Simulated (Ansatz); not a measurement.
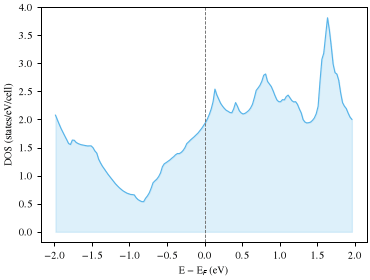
Fig. 1. Density of states of TaRu (P4/mmm) near the Fermi level, PBEsol, rigid bands run with Ansatz (an electronic-structure program).

**Question.** With 2 atoms a cell, what bare Sommerfeld coefficient γ = (π²/3) k_B² N(E_F) follows?

**Answer.** N(E_F) ≈ 1.93 states/eV a cell at 300 K, so γ ≈ 2.3 mJ/(mol of atoms·K²), before many-body enhancement (phonons, spin fluctuations, correlation).

**Question.** How far does the Fermi level move in a rigid band for 0.1 electron a cell added or removed?

**Answer.** 50 meV and -53 meV.

A metal at this level (no band gap); rigid bands, thermally averaged at 300 K, both spins. Spin-orbit coupling is left out, which matters with elements this heavy. Geometry: cell and atoms relaxed with PBEsol.

Formula and space group known from diffraction (Crystallography Open Database), not checked to be the room-temperature form: TaRu (P4/mmm).
